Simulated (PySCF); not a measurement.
# C₉H₇N: magnetic properties

What do calculations give for the magnetic properties of C₉H₇N (`c1ccc2ncccc2c1`)?

Programs: PySCF 2.14.0, with routines of our own; each step states its level. All values are computed. Atoms count from 0.

## Step 1: The system as given

17 atoms, charge 0, multiplicity 1; geometry from: GFN2-xTB.

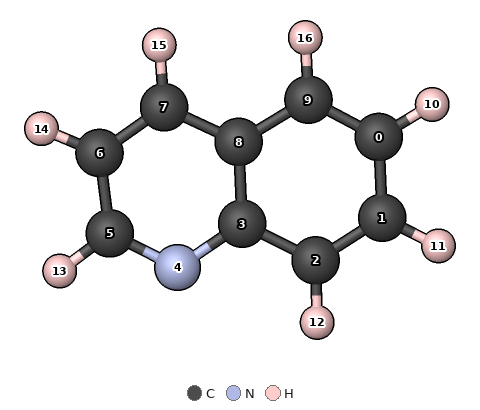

The starting geometry (carbon dark grey, nitrogen light blue, hydrogen pink).

## Step 2: Magnetic properties: GIAO B3LYP/aug-pcSseg-1

What the job is given:

```
{"job": {"kind": "mag", "xc": "B3LYP", "basis": "aug-pcSseg-1", "isotopologues": 0}, "charge": 0, "multiplicity": 1}
C     -2.260656     0.789202     0.001257
C     -2.376522    -0.603239    -0.142625
C     -1.263524    -1.395166    -0.183480
C      0.020724    -0.820944    -0.082007
N      1.098718    -1.629855    -0.128848
C      2.282945    -1.096336    -0.035581
C      2.515708     0.283686     0.113695
C      1.439164     1.125949     0.164289
C      0.138594     0.589086     0.065224
C     -1.030111     1.375166     0.104013
H     -3.154971     1.394486     0.029867
H     -3.359641    -1.043561    -0.221127
H     -1.332468    -2.465920    -0.293735
H      3.116391    -1.786838    -0.079508
H      3.526408     0.655750     0.185381
H      1.565397     2.194332     0.277895
H     -0.933153     2.446232     0.215380
```

With the program's defaults for keys left out, this is: GIAO B3LYP/aug-pcSseg-1 magnetisability, rotational g tensor and spin-rotation constants, non-relativistic, gas phase.

Started as:

```
$ OMP_NUM_THREADS=1 python excited_run.py task.json out
```

One launch serves the whole session: the jobs run in the order shown.

The log of the run:

```text
coarse grid: 15176 points
cycle   1  E = -401.7670376948  dE =  1.916e+00  |g| = 4.426e-01  |ddm| = 2.173e+01
cycle   2  E = -401.7484379278  dE =  1.860e-02  |g| = 5.354e-01  |ddm| = 8.481e+00
cycle   3  E = -401.8172118533  dE = -6.877e-02  |g| = 1.361e-01  |ddm| = 4.141e+00
cycle   4  E = -401.8210734924  dE = -3.862e-03  |g| = 5.154e-02  |ddm| = 7.845e-01
cycle   5  E = -401.8217227762  dE = -6.493e-04  |g| = 1.383e-02  |ddm| = 4.096e-01
cycle   6  E = -401.8217659182  dE = -4.314e-05  |g| = 6.841e-03  |ddm| = 8.108e-02
cycle   7  E = -401.8217788733  dE = -1.296e-05  |g| = 1.362e-03  |ddm| = 4.053e-02
cycle   8  E = -401.8217793581  dE = -4.848e-07  |g| = 2.288e-04  |ddm| = 6.968e-03
final grid: 149472 points
cycle   9  E = -401.9013402792  dE = -5.129e-05  |g| = 5.949e-03  |ddm| = 9.579e-01
cycle  10  E = -401.9013369137  dE =  3.365e-06  |g| = 6.964e-03  |ddm| = 7.918e-02
cycle  11  E = -401.9013494442  dE = -1.253e-05  |g| = 1.525e-03  |ddm| = 4.446e-02
cycle  12  E = -401.9013500174  dE = -5.732e-07  |g| = 3.342e-04  |ddm| = 7.606e-03
cycle  13  E = -401.9013500414  dE = -2.395e-08  |g| = 1.241e-04  |ddm| = 2.882e-03
cycle  14  E = -401.9013500448  dE = -3.463e-09  |g| = 5.002e-05  |ddm| = 7.965e-04
cycle  15  E = -401.9013500454  dE = -6.150e-10  |g| = 1.574e-05  |ddm| = 2.927e-04
converged SCF energy = -401.9013500454

Magnetisability tensor (1e-30 J/T^2)
     -778.88        2.97       69.80
        2.97     -803.38      204.90
       69.80      204.90    -2798.46
isotropic -1460.24   principal values   -2821.63   -790.00   -769.11
isotropic susceptibility -87.938 1e-6 cm^3/mol

Inertial axes            a          b          c
rot. const./GHz      3.1969     1.2871     0.9176
chi total           -46.890    -47.001   -169.922
chi diamagnetic    -492.108  -1033.281  -1415.208
chi paramagnetic    445.218    986.279   1245.286
quadrupole/D A       10.151     -0.650     -9.501
g nuclear            0.5815     0.5652     0.5698
g electronic        -0.6687    -0.5964    -0.5369
g total             -0.0872    -0.0312     0.0330

Spin-rotation constants (kHz, H = +C I.J)
atom  isotope        aa         bb         cc
  4    14N        1.044      0.274      0.018
 10     1H        0.216     -0.075     -0.087
 11     1H        0.201     -0.065     -0.087
 12     1H       -0.324      0.162     -0.086
 13     1H        0.204     -0.055     -0.071
 14     1H        0.224     -0.080     -0.091
 15     1H       -0.331      0.155     -0.087
 16     1H       -0.322      0.149     -0.088
  0    13C*       1.464      0.513      0.103
  1    13C*       1.463      0.529      0.106
  2    13C*       1.179      0.633      0.131
  3    13C*       1.599      0.590      0.115
  5    13C*       1.607      0.529      0.150
  6    13C*       1.393      0.500      0.108
  7    13C*       1.219      0.652      0.119
  8    13C*       1.450      0.587      0.073
  9    13C*       1.152      0.621      0.125
* in the singly substituted isotopologue
```

It took 4.6 min on 1 thread of AMD EPYC, shared host; peak memory 1.4 GiB.

In short:

| quantity | value |
| --- | --- |
| magnetisability | -1460·10⁻³⁰ J/T² |
| molar susceptibility | -87.9·10⁻⁶ cm³/mol |
| rotational g (a, b, c) | -0.0872, -0.0312, 0.0330 |

Orbitals, density, ELF and potential are computed afterwards from the orbital file.

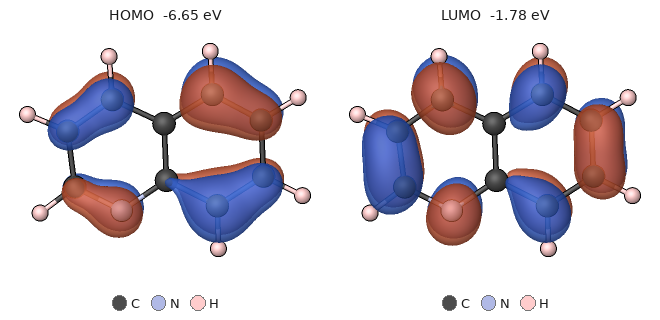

B3LYP/aug-pcSseg-1 orbitals near the gap, drawn at the value that encloses 70 % of each; the two colours are the two signs.

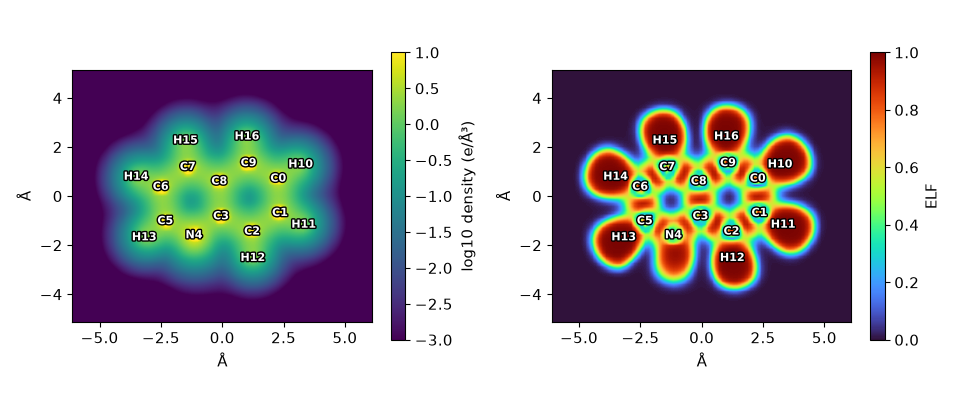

Density (left) and ELF (right) in a plane through or near 17 of the atoms.

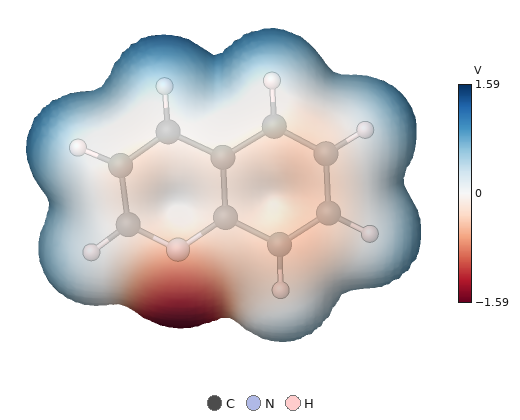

Electrostatic potential on the surface of density 0.002 e/bohr³; red is low, blue high. It runs, from the 1st to the 99th percentile, from -1.59 V near N4 to 1.05 V near H15.

## Step 3: Magnetic properties: GIAO revPBE/6-31G* in tetrahydrofuran

The job, as its differences from that of step 2:

```diff
@@ -1,2 +1,2 @@
-{"job": {"kind": "mag", "xc": "B3LYP", "basis": "aug-pcSseg-1", "isotopologues": 0}, "charge": 0, "multiplicity": 1}
+{"job": {"kind": "mag", "xc": "revPBE", "basis": "6-31G*", "solvent": "tetrahydrofuran"}, "charge": 0, "multiplicity": 1}
 C     -2.260656     0.789202     0.001257
```

With the program's defaults for keys left out, this is: GIAO revPBE/6-31G* magnetisability, non-relativistic, IEF-PCM tetrahydrofuran.

The log of the run:

```text
coarse grid: 15176 points
cycle   1  E = -401.8650150204  dE =  1.594e+00  |g| = 5.148e-01  |ddm| = 4.704e+00
cycle   2  E = -401.8360182541  dE =  2.900e-02  |g| = 6.192e-01  |ddm| = 1.584e+00
cycle   3  E = -401.9364020898  dE = -1.004e-01  |g| = 1.423e-01  |ddm| = 8.818e-01
cycle   4  E = -401.9412379576  dE = -4.836e-03  |g| = 4.623e-02  |ddm| = 1.763e-01
cycle   5  E = -401.9417363148  dE = -4.984e-04  |g| = 1.647e-02  |ddm| = 6.575e-02
cycle   6  E = -401.9418054385  dE = -6.912e-05  |g| = 5.628e-03  |ddm| = 2.635e-02
cycle   7  E = -401.9418129499  dE = -7.511e-06  |g| = 2.564e-03  |ddm| = 8.563e-03
final grid: 149472 points
cycle   8  E = -401.8184945563  dE = -6.098e-05  |g| = 1.317e-02  |ddm| = 5.187e-02
cycle   9  E = -401.8184385489  dE =  5.601e-05  |g| = 1.946e-02  |ddm| = 4.499e-02
cycle  10  E = -401.8185331653  dE = -9.462e-05  |g| = 6.253e-03  |ddm| = 2.992e-02
cycle  11  E = -401.8185439919  dE = -1.083e-05  |g| = 6.948e-04  |ddm| = 7.068e-03
cycle  12  E = -401.8185440917  dE = -9.979e-08  |g| = 3.368e-04  |ddm| = 1.083e-03
cycle  13  E = -401.8185441233  dE = -3.153e-08  |g| = 5.454e-05  |ddm| = 3.919e-04
cycle  14  E = -401.8185441239  dE = -6.767e-10  |g| = 2.343e-05  |ddm| = 7.668e-05
converged SCF energy = -401.8185441239

Magnetisability tensor (1e-30 J/T^2)
     -755.72       -1.79       69.81
       -1.79     -804.30      203.69
       69.81      203.69    -2788.45
isotropic -1449.49   principal values   -2811.50   -784.50   -752.47
isotropic susceptibility -87.290 1e-6 cm^3/mol

Inertial axes            a          b          c
rot. const./GHz      3.1969     1.2871     0.9176
chi total           -45.451    -47.107   -169.312
chi diamagnetic    -487.724  -1028.146  -1409.758
chi paramagnetic    442.273    981.039   1240.446
quadrupole/D A       11.179     -0.896    -10.283
```

Wall time 81 s (1 thread of AMD EPYC, shared host); peak memory 0.77 GiB.

Key values:

| quantity | value |
| --- | --- |
| magnetisability | -1449·10⁻³⁰ J/T² |
| molar susceptibility | -87.3·10⁻⁶ cm³/mol |

## Step 4: Results

| quantity | value |
| --- | --- |
| magnetisability (step 2, GIAO B3LYP/aug-pcSseg-1) | -1460·10⁻³⁰ J/T² |
| molar susceptibility (step 2, GIAO B3LYP/aug-pcSseg-1) | -87.9·10⁻⁶ cm³/mol |
| rotational g (a, b, c) (step 2, GIAO B3LYP/aug-pcSseg-1) | -0.0872, -0.0312, 0.0330 |
| surface potential, 1st and 99th percentile | -1.59 V and 1.05 V |

**Reading.** By nearest atom (B3LYP/aug-pcSseg-1), the HOMO sits on C2, C9 about 20 % each; N4 10 % and the LUMO on C7 17 %; N4 14 %. Vibrational averaging and real surroundings are missing from these values.
